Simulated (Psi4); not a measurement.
**MP4/6-311+G(d,p) run of [PO2]+ (SMILES O=[P+]=O)**

What is the energy difference between two shapes of [PO2]+ at MP4/6-311+G**? 

Program for the calculation: Psi4 1.11.

## Step 1: The system as given

[PO2]+: 3 atoms, total charge +1, spin state singlet. As SMILES, `O=[P+]=O`. Geometry: relaxed at GFN2-xTB.

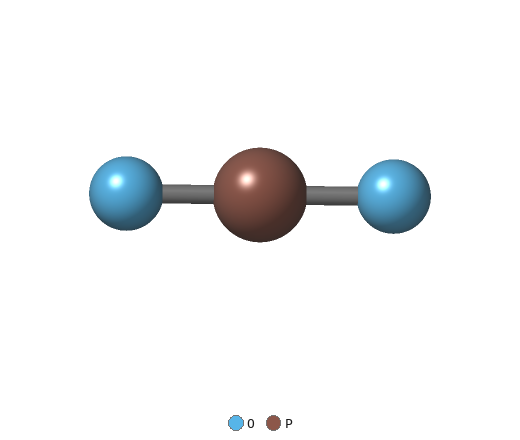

The structure, seen from a chosen angle (oxygen blue, phosphorus brown).

## Step 2: The energy at MP4/6-311+G(d,p)

The input, input.inp:

```
memory 1600 mb

molecule molecule1 {
  1 1
  O      0.792290     1.025900     0.548180
  P      0.000230    -0.000210     0.000340
  O     -0.792520    -1.025690    -0.548520
  symmetry c1
}

set {
  basis 6-311+G**
  scf_type pk
  freeze_core true
}

E = energy('mp4')
```

Run with:

```console
psi4 input.inp input.out -n 1
```

input.out (excerpt; [...] marks lines left out):

```text
[...]
  Running in c1 symmetry.
[...]
  Nuclear repulsion =  102.269076955648416
[...]
  Multiplicity = 1
[...]
  Nalpha       = 15
  Nbeta        = 15
[...]
    Number of basis functions: 74
[...]
   @RHF iter   1:  -489.91437821564722    3.24377e-02   8.52826e-03 ADIIS/DIIS
[...]
   @RHF iter  11:  -490.08536839693517   -1.98952e-12   4.30889e-09 DIIS
[...]
    Orbital Energies [Eh]
    ---------------------
    Doubly Occupied:
       1A    -80.461024     2A    -20.962821     3A    -20.962796
       4A     -7.998739     5A     -5.895109     6A     -5.893669
       7A     -5.893669     8A     -1.772544     9A     -1.720635
      10A     -1.061588    11A     -0.950902    12A     -0.944431
      13A     -0.944431    14A     -0.868692    15A     -0.868692
[...]
  @RHF Final Energy:  -490.08536839693517
   => Energetics <=
    Nuclear Repulsion Energy =            102.2690769556484156
    One-Electron Energy =                -870.3094065562129344
    Two-Electron Energy =                 277.9549612036293524
    Total Energy =                       -490.0853683969351664
[...]
 Multipole Moments:
 ------------------------------------------------------------------------------------
     Multipole            Electronic (a.u.)      Nuclear  (a.u.)        Total (a.u.)
 ------------------------------------------------------------------------------------
 L = 1.  Multiply by 2.5417464519 to convert [e a0] to [Debye]
 Dipole X            :         -0.0017601            0.0002887           -0.0014714
 Dipole Y            :         -0.0009482            0.0001527           -0.0007954
 Dipole Z            :         -0.0000000            0.0000000           -0.0000000
 Magnitude           :                                                    0.0016727
[...]
      * MP2 total energy:                   -490.614070857588
[...]
      * MP3 total energy:                   -490.580312593343
[...]
```

Wall time 8.4 s (1 thread of AMD EPYC 7B13 (Zen 3), shared host); peak memory 0.39 GiB.

## Step 3: The distorted shape, same level

The input, calc.dat:

```
memory 1.6 GB

molecule system {
  1 1
  O      0.711603     1.072129     0.598060
  P     -0.046103     0.036664     0.039769
  O     -0.788593    -1.046370    -0.511980
  symmetry c1
}

set globals {
  basis       6-311+G**
  scf_type    pk
  freeze_core true
}

E, wfn = energy("mp4", return_wfn=True)
print_variables()
```

Run with:

```console
psi4 -n 1 calc.dat calc.out
```

calc.out (excerpt; [...] marks lines left out):

```text
[...]
  Running in c1 symmetry.
[...]
  Nuclear repulsion =  101.960716266327708
[...]
  Multiplicity = 1
[...]
  Nalpha       = 15
  Nbeta        = 15
[...]
    Number of basis functions: 74
[...]
   @RHF iter   1:  -489.91201972532554    1.69941e-02   8.54167e-03 ADIIS/DIIS
[...]
   @RHF iter  12:  -490.08442725208323   -1.17666e-11   5.82594e-09 DIIS
[...]
    Orbital Energies [Eh]
    ---------------------
    Doubly Occupied:
       1A    -80.462495     2A    -20.963511     3A    -20.963347
       4A     -7.999705     5A     -5.895946     6A     -5.894670
       7A     -5.894669     8A     -1.771317     9A     -1.717851
      10A     -1.061891    11A     -0.949835    12A     -0.943344
      13A     -0.943336    14A     -0.867344    15A     -0.867320
[...]
  @RHF Final Energy:  -490.08442725208323
   => Energetics <=
    Nuclear Repulsion Energy =            101.9607162663277080
    One-Electron Energy =                -869.6971248011736861
    Two-Electron Energy =                 277.6519812827627334
    Total Energy =                       -490.0844272520832305
[...]
 Multipole Moments:
 ------------------------------------------------------------------------------------
     Multipole            Electronic (a.u.)      Nuclear  (a.u.)        Total (a.u.)
 ------------------------------------------------------------------------------------
 L = 1.  Multiply by 2.5417464519 to convert [e a0] to [Debye]
 Dipole X            :         -0.0244687            0.0038568           -0.0206120
 Dipole Y            :          0.0676011           -0.0112492            0.0563518
 Dipole Z            :          0.0000000           -0.0000000            0.0000000
 Magnitude           :                                                    0.0600032
[...]
      * MP2 total energy:                   -490.614624948788
[...]
      * MP3 total energy:                   -490.580069901946
[...]
```

Run time: 8.4 s. Hardware: 1 thread of AMD EPYC 7B13 (Zen 3), shared host; peak memory 0.39 GiB.

## Step 4: Summary of results

Level: MP4/6-311+G**, 7 core orbitals frozen.

```
                                                    quantity          value
                                   first shape: total energy  -490.64477 Eh
            first shape: HOMO energy (Hartree–Fock orbitals)      -23.64 eV
            first shape: LUMO energy (Hartree–Fock orbitals)       -8.48 eV
          first shape: HOMO–LUMO gap (Hartree–Fock orbitals)       15.16 eV
    first shape: correlation energy (7 core orbitals frozen)     -559.4 mEh
                               distorted shape: total energy  -490.64568 Eh
        distorted shape: HOMO energy (Hartree–Fock orbitals)      -23.60 eV
        distorted shape: LUMO energy (Hartree–Fock orbitals)       -8.51 eV
      distorted shape: HOMO–LUMO gap (Hartree–Fock orbitals)       15.09 eV
distorted shape: correlation energy (7 core orbitals frozen)     -561.3 mEh
                      energy change with the atoms displaced      -0.025 eV
```

**Reading.** With the atoms displaced the energy falls by 0.02 eV (0.6 kcal/mol). The first shape isn't relaxed at this level, so the change isn't measured from a minimum.
